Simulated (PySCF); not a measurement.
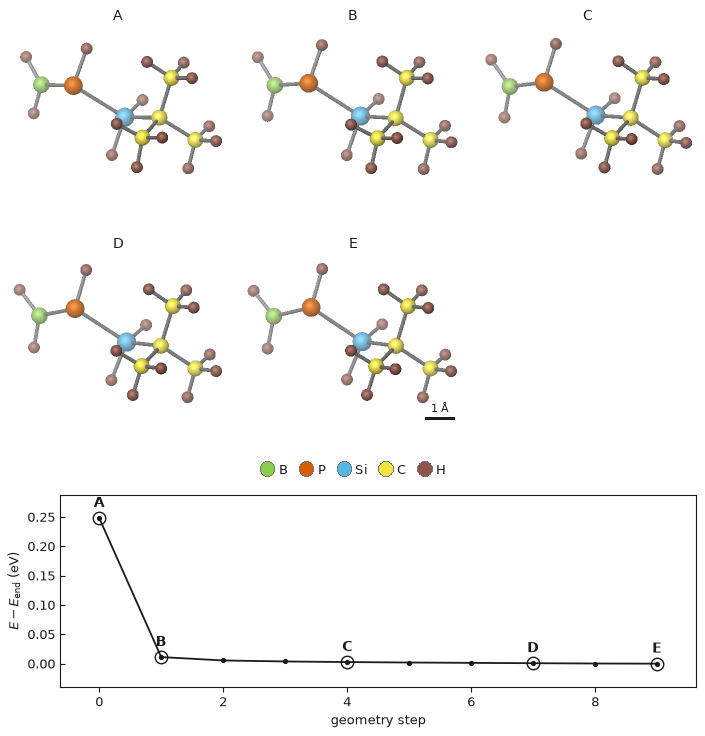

Frames of a relaxation of C₄H₁₄BPSi, marked on the history of the run. The picture is a ball-and-stick view, seen at a tilt.

The start comes from GFN2-xTB. Its atoms were then displaced at random by about 0.01 Å.

The calculation used PySCF, PBE0-D3(BJ)/def2-SVP geometry optimisation, gas phase. 

Describe the path.

The energy falls by 0.248 eV in 9 geometry steps. The atom that moves furthest after the best rigid fit is an H atom (0.41 Å). By element the largest moves are H 0.41 Å, P 0.27 Å, B 0.19 Å, Si 0.15 Å, C 0.08 Å. Among the contacts that change: B–H 1.143 → 1.208 Å, H–Si 1.453 → 1.495 Å, B–H 1.165 → 1.207 Å, C–H 1.068 → 1.102 Å. Bond angles that change, for instance: B–P–H 102.8° → 107.1°, Si–C–C 112.6° → 109.1°, Si–P–H 102.0° → 105.5°. The run took 4.4 min on 1 thread of Intel(R) Xeon(R) Processor @ 2.70GHz, with other jobs on the host. From step 0 to 1: an H atom moves most (0.14 Å), energy −0.237 eV. From step 1 to 4: an H atom moves most (0.11 Å), energy −0.008 eV. From step 4 to 7: H atoms move most (0.13 Å), energy −0.002 eV. From step 7 to 9: an H atom moves most (0.13 Å), energy −0.001 eV.

| step | E − E(0), eV |
| --- | --- |
| 0 | 0.0000 |
| 1 | -0.2369 |
| 2 | -0.2427 |
| 3 | -0.2444 |
| 4 | -0.2454 |
| 5 | -0.2462 |
| 6 | -0.2468 |
| 7 | -0.2474 |
| 8 | -0.2479 |
| 9 | -0.2482 |
